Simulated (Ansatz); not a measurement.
The calculation's input:

```
crystal:
  periodic: [false, false, false]
  atoms:
    - {symbol: O, position_ang: [-2.091127, 0.770236, -1.432681]}
    - {symbol: Ga, position_ang: [-1.201869, 1.546423, -0.050997]}
    - {symbol: C, position_ang: [1.296066, -0.574460, 0.807847]}
    - {symbol: O, position_ang: [0.439542, -0.612035, -0.032567]}
    - {symbol: H, position_ang: [-1.797768, -0.082787, -1.760136]}
    - {symbol: H, position_ang: [1.388474, 0.279147, 1.504515]}
    - {symbol: H, position_ang: [2.027983, -1.394424, 0.918218]}
basis:
  gaussian: {orbitals: def2-TZVPP}
hamiltonian: {xc: pbe0, dispersion: d4}
output: {orbitals: {seedname: orbitals}}
```

Run with:

```sh
ansatz run in.yaml --threads 2 --pin off --events-out ev --progress --plain --max-ram 4352MiB
```

Geometry: PBE0-D4/def2-TZVP; at this geometry the atoms fall into two loosely joined parts.

The calculation used Ansatz 0.2.0, RKS PBE0-D4/def2-TZVPP.

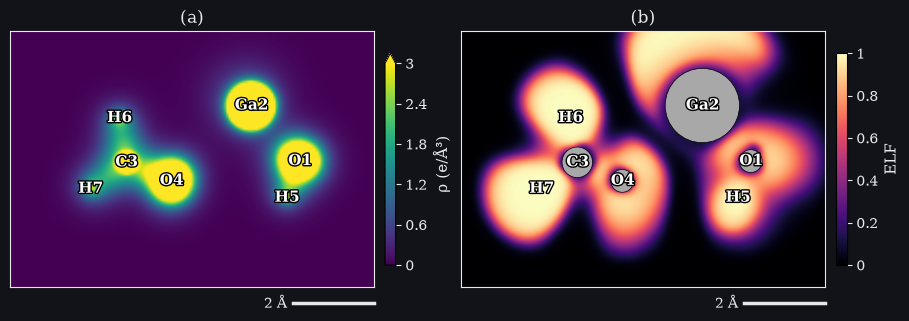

CH$_{3}$GaO$_{2}$. (a) electron density; (b) ELF on the molecular plane. Grey discs cover the atomic cores in the ELF map.

**What does the map show?**

The section cuts through O, Ga, C and H sites.
C–O (1.20 Å): ρ is about 3.5 e/Å³ halfway; the ELF peaks at about 0.85 between the atoms (a short, multiple covalent bond).
Ga–O (1.82 Å): ρ is about 0.84 e/Å³ halfway; the ELF peaks at about 0.85 in the valence shell of O, 0.5 Å from its nucleus, and is about 0.25 at the midpoint.
O–H (0.96 Å): ρ at the midpoint is about 3.7 e/Å³; the ELF climbs to about 1 towards the hydrogen, as it does in any bond to H: an ordinary covalent bond to hydrogen.
C–H (1.10 Å): the density is about 2.1 e/Å³ at the midpoint; the ELF climbs to about 1 towards the hydrogen: a covalent bond by its length.
The ELF also peaks beside O4 and O1, away from the bonds: lone-pair regions.
